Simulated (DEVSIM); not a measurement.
System: abrupt Si n-p junction, at 250 K.

```csv
layer (left to right),material,thickness (μm),Nd (cm⁻³),Na (cm⁻³),τn (s),τp (s)
1,Si,0.110,3.8e17,-,0.00011,0.00011
2,Si,1.80,-,2.9e16,0.00011,0.00011
```

Left contact: ohmic. Right contact: ohmic. Voltage is applied to the left contact. Recombination: SRH at mid-gap. Mobility is constant in doping.

Constants are typed, rounded textbook-type inputs, not results; the design itself was drawn at random and stands for no fabricated device. Values at 300 K; Nc and Nv go as T^1.5, mobilities as T to minus their exponent, the gap by Varshni's rule with the affinity fixed.

```csv
parameter,Si
gap (eV),1.124
affinity (eV),4.05
permittivity,11.7
Nc (cm⁻³),2.86e19
Nv (cm⁻³),3.1e19
μn (cm²/Vs),1417
μp (cm²/Vs),470
T exponent of μn,2.3
T exponent of μp,2.2
Varshni α (eV/K),0.000473
Varshni β (K),636
```

Simulated with DEVSIM: 1D drift-diffusion, Boltzmann statistics, complete ionisation; no tunnelling, impact ionisation, image-force lowering or self-heating.

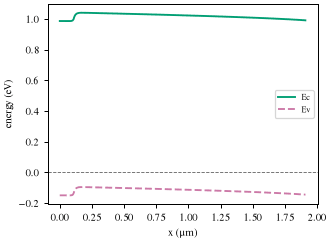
*Band edges at -0.9 V on the left contact*

Energies count from the Fermi level of the right contact; mesh points crowd at the junctions.

```json
[
 {"x (μm)": "0.000", "Ec (eV)": "0.987", "Ev (eV)": "-0.149", "n (cm⁻³)": "3.8e17", "p (cm⁻³)": "< 1e2", "field (V/cm)": "-44"},
 {"x (μm)": "0.01234", "Ec (eV)": "0.987", "Ev (eV)": "-0.149", "n (cm⁻³)": "3.8e17", "p (cm⁻³)": "5.1e14", "field (V/cm)": "-44"},
 {"x (μm)": "0.02814", "Ec (eV)": "0.987", "Ev (eV)": "-0.149", "n (cm⁻³)": "3.8e17", "p (cm⁻³)": "1.2e15", "field (V/cm)": "-44"},
 {"x (μm)": "0.05047", "Ec (eV)": "0.987", "Ev (eV)": "-0.149", "n (cm⁻³)": "3.8e17", "p (cm⁻³)": "2.1e15", "field (V/cm)": "-41"},
 {"x (μm)": "0.07840", "Ec (eV)": "0.987", "Ev (eV)": "-0.149", "n (cm⁻³)": "3.8e17", "p (cm⁻³)": "3.2e15", "field (V/cm)": "160"},
 {"x (μm)": "0.09496", "Ec (eV)": "0.989", "Ev (eV)": "-0.147", "n (cm⁻³)": "3.5e17", "p (cm⁻³)": "4.2e15", "field (V/cm)": "3000"},
 {"x (μm)": "0.1079", "Ec (eV)": "1.001", "Ev (eV)": "-0.135", "n (cm⁻³)": "2.0e17", "p (cm⁻³)": "8.4e15", "field (V/cm)": "22000"},
 {"x (μm)": "0.1251", "Ec (eV)": "1.031", "Ev (eV)": "-0.105", "n (cm⁻³)": "4.9e16", "p (cm⁻³)": "3.5e16", "field (V/cm)": "8400"},
 {"x (μm)": "0.1469", "Ec (eV)": "1.040", "Ev (eV)": "-0.096", "n (cm⁻³)": "3.2e16", "p (cm⁻³)": "5.3e16", "field (V/cm)": "1400"},
 {"x (μm)": "0.1805", "Ec (eV)": "1.041", "Ev (eV)": "-0.095", "n (cm⁻³)": "2.9e16", "p (cm⁻³)": "5.7e16", "field (V/cm)": "-80"},
 {"x (μm)": "0.2387", "Ec (eV)": "1.040", "Ev (eV)": "-0.096", "n (cm⁻³)": "2.8e16", "p (cm⁻³)": "5.7e16", "field (V/cm)": "-190"},
 {"x (μm)": "0.3636", "Ec (eV)": "1.038", "Ev (eV)": "-0.099", "n (cm⁻³)": "2.7e16", "p (cm⁻³)": "5.6e16", "field (V/cm)": "-200"},
 {"x (μm)": "0.5160", "Ec (eV)": "1.034", "Ev (eV)": "-0.102", "n (cm⁻³)": "2.5e16", "p (cm⁻³)": "5.4e16", "field (V/cm)": "-210"},
 {"x (μm)": "0.7519", "Ec (eV)": "1.029", "Ev (eV)": "-0.107", "n (cm⁻³)": "2.2e16", "p (cm⁻³)": "5.1e16", "field (V/cm)": "-230"},
 {"x (μm)": "1.206", "Ec (eV)": "1.018", "Ev (eV)": "-0.118", "n (cm⁻³)": "1.6e16", "p (cm⁻³)": "4.5e16", "field (V/cm)": "-280"},
 {"x (μm)": "1.464", "Ec (eV)": "1.010", "Ev (eV)": "-0.126", "n (cm⁻³)": "1.1e16", "p (cm⁻³)": "4.0e16", "field (V/cm)": "-320"},
 {"x (μm)": "1.631", "Ec (eV)": "1.004", "Ev (eV)": "-0.132", "n (cm⁻³)": "7.8e15", "p (cm⁻³)": "3.7e16", "field (V/cm)": "-370"},
 {"x (μm)": "1.746", "Ec (eV)": "1.000", "Ev (eV)": "-0.136", "n (cm⁻³)": "5.0e15", "p (cm⁻³)": "3.4e16", "field (V/cm)": "-430"},
 {"x (μm)": "1.831", "Ec (eV)": "0.996", "Ev (eV)": "-0.140", "n (cm⁻³)": "2.6e15", "p (cm⁻³)": "3.2e16", "field (V/cm)": "-490"},
 {"x (μm)": "1.867", "Ec (eV)": "0.994", "Ev (eV)": "-0.142", "n (cm⁻³)": "1.5e15", "p (cm⁻³)": "3.0e16", "field (V/cm)": "-520"},
 {"x (μm)": "1.891", "Ec (eV)": "0.993", "Ev (eV)": "-0.143", "n (cm⁻³)": "6.6e14", "p (cm⁻³)": "3.0e16", "field (V/cm)": "-540"},
 {"x (μm)": "1.910", "Ec (eV)": "0.992", "Ev (eV)": "-0.144", "n (cm⁻³)": "< 1e2", "p (cm⁻³)": "2.9e16", "field (V/cm)": "-550"}
]
```
